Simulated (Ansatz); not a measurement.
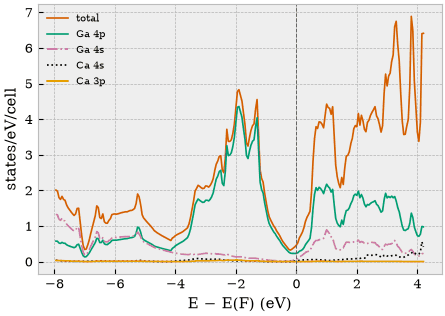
Fig. 1. Total and projected density of states of CaGa₂ in space group P6_3/mmc (No. 194; Ca on 2b, Ga on 4f), the program Ansatz at the r²SCAN level (PAW)

### Question
Which orbitals carry the states next to the Fermi level?

### Answer
Within 0.5 eV of the Fermi level: Ga 4p 53 %, Ga 4s 17 %, outside the projected shells 26 %. Projections are on Löwdin-orthogonalised atomic valence shells; empty p or d shells of many metals are not among them.

### Question
Where is the tallest occupied peak in this window, and what makes it?

### Answer
Near -1.9 eV, about 4.8 states/eV per cell; the largest projected share is Ga 4p.

The workflow started from a Materials Project entry (that database holds measured and hypothetical structures alike); the Crystallography Open Database copy checked does not list it. Its standing as an ambient phase is unchecked. The r²SCAN relaxation kept the symmetry of its start; its stability against distortions is not shown here. Scalar-relativistic: spin–orbit coupling is off unless named, which matters more the heavier the elements.

Potentials: the later of the program's two PAW sets.
